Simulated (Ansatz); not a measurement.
# C2H3ClF2 (1-chloro-1,1-difluoroethane): HF/cc-pVDZ

What is the vertical singlet–triplet gap of C2H3ClF2 (1-chloro-1,1-difluoroethane) at HF/cc-pVDZ? 

The results are computed with Ansatz 0.2.0.

55 further runs of the same task are left out: 1 that didn't finish, 54 set aside as unsound or not needed. Runs told in other sessions of the task aren't counted.

**1. The structure to begin with**

C2H3ClF2: 8 atoms, total charge 0, spin state singlet. As SMILES, `CC(F)(F)Cl`. Geometry: relaxed at PBE0-D4/def2-TZVP.

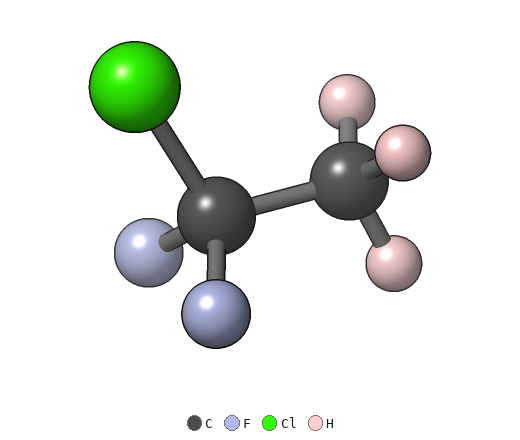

The structure, seen from a chosen angle (carbon dark grey, fluorine light blue, chlorine green, hydrogen pink).

**2. A single-point energy at HF/cc-pVDZ**

Input file job.yaml:

```yaml
crystal:
  periodic: [false, false, false]
  atoms:
    - symbol: C
      position_ang: [-0.591960, -0.305640, 0.477310]
    - symbol: C
      position_ang: [0.524930, 0.179790, -0.395910]
    - symbol: F
      position_ang: [1.713900, 0.014330, 0.206290]
    - symbol: F
      position_ang: [0.571970, -0.511300, -1.546500]
    - symbol: Cl
      position_ang: [0.352900, 1.905700, -0.801400]
    - symbol: H
      position_ang: [-0.600880, 0.257090, 1.409000]
    - symbol: H
      position_ang: [-0.428120, -1.363800, 0.687730]
    - symbol: H
      position_ang: [-1.542750, -0.176190, -0.036530]
basis:
  gaussian:
    orbitals: cc-pVDZ
hamiltonian:
  xc: hf
accuracy: high
output: {orbitals: {seedname: orbitals}}
```

On the command line:

```
ansatz run job.yaml --threads 1 --pin off --max-ram 3480MiB --events-out events.jsonl --progress --plain --runs-dir runs
```

The log of the run:

```text
Warning: RAYON_NUM_THREADS=1 ignored (pool sized by the plan → 1); use --threads N
Functional definition: HF
  name "HF"
  exchange = exact_x
  correlation = 0
2086 factors; integrals over basis functions are off by at most 3.6e-9 eV
mean field evaluation 1: about -20020.7983 eV, gradient 3.9e1 eV
mean field evaluation 2: about -20020.9707 eV, gradient 3.9e1 eV
mean field evaluation 4: about -20024.2975 eV, gradient 3.3e0 eV
mean field evaluation 8: about -20024.3459 eV, gradient 2.1e-1 eV
mean field evaluation 16: about -20024.3461 eV, gradient 1.9e-8 eV
mean field -20024.34614020 eV, -735.8811476629 hartree, gradient 2.1e-8 eV, S^2 0.000000; 0 other end points of the search recorded, 0 dependent functions left out
reference -20024.34614020 eV, -735.8811476629 hartree; 25, 25 occupied and 64, 64 virtual orbitals, 2086 factors
Total energy: -20024.34614020 eV, -735.8811476629 hartree
```

Run time: 3.9 s. Hardware: 1 thread of Arm Neoverse V1, shared host; peak memory 0.27 GiB.

**3. The triplet, same level**

Input file input.yaml:

```yaml
crystal:
  periodic: [false, false, false]
  atoms:
    - {symbol: C, position_ang: [-0.591960, -0.305640, 0.477310]}
    - {symbol: C, position_ang: [0.524930, 0.179790, -0.395910]}
    - {symbol: F, position_ang: [1.713900, 0.014330, 0.206290]}
    - {symbol: F, position_ang: [0.571970, -0.511300, -1.546500]}
    - {symbol: Cl, position_ang: [0.352900, 1.905700, -0.801400]}
    - {symbol: H, position_ang: [-0.600880, 0.257090, 1.409000]}
    - {symbol: H, position_ang: [-0.428120, -1.363800, 0.687730]}
    - {symbol: H, position_ang: [-1.542750, -0.176190, -0.036530]}
basis:
  gaussian:
    orbitals: cc-pVDZ
magnetization:
  spin_polarized: true
  initial_magnetization: 2
hamiltonian:
  xc: hf
accuracy: high
output:
  orbitals: {seedname: orbitals}
```

On the command line:

```
ansatz run input.yaml --threads 1 --pin off --max-ram 3480MiB --events-out events.jsonl --progress --plain --runs-dir runs
```

The log of the run:

```text
Warning: RAYON_NUM_THREADS=1 ignored (pool sized by the plan → 1); use --threads N
[... 4 set-up lines as earlier in the session ...]
2086 factors; integrals over basis functions are off by at most 3.6e-9 eV
mean field evaluation 1: about -20013.1394 eV, gradient 2.4e1 eV
mean field evaluation 2: about -20013.3563 eV, gradient 2.4e1 eV
mean field evaluation 4: about -20016.8574 eV, gradient 3.9e0 eV
mean field evaluation 8: about -20017.1608 eV, gradient 8.9e-1 eV
mean field evaluation 16: about -20017.2069 eV, gradient 6.0e-4 eV
mean field evaluation 32: about -20017.1808 eV, gradient 5.9e-2 eV
mean field evaluation 64: about -20017.0060 eV, gradient 4.2e0 eV
mean field evaluation 96: about -20017.1515 eV, gradient 1.3e-2 eV
mean field evaluation 128: about -20017.2069 eV, gradient 1.5e-3 eV
mean field -20017.20691265 eV, -735.6187858897 hartree, gradient 1.4e-8 eV, S^2 2.013935; 3 other end points of the search recorded, 0 dependent functions left out
reference -20017.20691265 eV, -735.6187858897 hartree; 26, 24 occupied and 63, 65 virtual orbitals, 2086 factors
Total energy: -20017.20691265 eV, -735.6187858897 hartree
```

Wall time 14 s (1 thread of Arm Neoverse V1, shared host); peak memory 0.38 GiB.

**4. Results**

Level: HF/cc-pVDZ.

| quantity | value |
| --- | --- |
| singlet: total energy | -735.88115 Eh |
| singlet: HOMO energy | -12.78 eV |
| singlet: LUMO energy | 5.10 eV |
| singlet: HOMO–LUMO gap | 17.87 eV |
| triplet: total energy | -735.61879 Eh |
| triplet: HOMO energy (highest over α and β) | -5.63 eV |
| triplet: LUMO energy (lowest over α and β) | -1.72 eV |
| triplet: ⟨S²⟩ | 2.014 |
| vertical energy of the triplet above the singlet | 7.139 eV |

In words: At this shape the triplet lies 7.14 eV (689 kJ/mol) above the singlet.
